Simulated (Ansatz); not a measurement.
Input

```
crystal:
  periodic: [false, false, false]
  atoms:
    - { symbol: Ta, position_ang: [-0.460375, 0.530674, 0.275055] }
    - { symbol: O, position_ang: [2.59308, -0.435064, 0.397662] }
    - { symbol: H, position_ang: [2.567465, -1.00556, 1.191949] }
    - { symbol: Cl, position_ang: [-0.407209, -0.190043, 2.509829] }
    - { symbol: F, position_ang: [0.152956, 1.32245, -1.332776] }
    - { symbol: Cl, position_ang: [-2.600487, 1.331979, 0.234091] }
    - { symbol: Cl, position_ang: [-0.385832, -1.627786, -0.562671] }
    - { symbol: P, position_ang: [0.965536, 2.396683, 1.209562] }
    - { symbol: H, position_ang: [1.766896, 1.94912, 2.309451] }
    - { symbol: H, position_ang: [2.024939, 2.62062, 0.266451] }
    - { symbol: H, position_ang: [2.69723, 0.475227, 0.781997] }
basis:
  gaussian: { orbitals: def2-SVP }
hamiltonian:
  xc: pbe
relax:
  f_tol: 0.03
  max_steps: 50
output:
  orbitals: {}
```

Command:

```sh
ansatz run input.yaml --threads 4 --pin off --max-ram 5120MiB --backend cpu --events-out ev --progress --plain --runs-dir out
```

The fields are those of the run's last geometry, not of the input's.

Core potentials replace the inner electrons of Ta.

Computed with RKS PBE/def2-SVP (Ansatz).

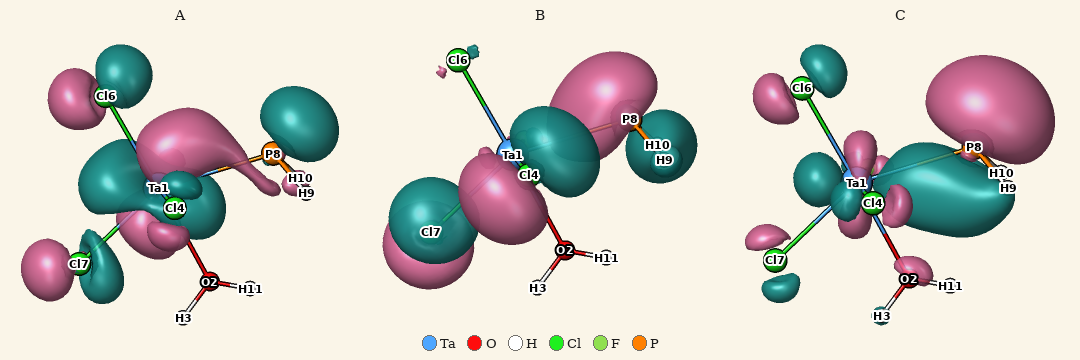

Cl₃FH₄OPTa. Three frontier orbitals at ±0.1 Å⁻³ᐟ² (teal and pink are the two phases), in no order.

Q: Order the three orbitals by energy and name them.

A: B is the HOMO−1 (−7.52 eV). Its weight (Hirshfeld) is mainly on Cl4 (about 40 %), Cl7 (about 25 %), P8 (about 20 %) and Ta1 (about 5 %); largely a combination of lone pairs on Cl4, Cl7 and P8. C is the HOMO (−6.01 eV). By Hirshfeld shares it lies mainly on P8 (about 60 %) and Ta1 (about 15 %). A is the LUMO (−3.60 eV). Its weight (Hirshfeld) is mainly on Ta1 (about 55 %), P8 (about 15 %), Cl6 (about 10 %) and Cl7 (about 10 %).

Q: What is the HOMO–LUMO gap?

A: 2.41 eV between the orbital energies.
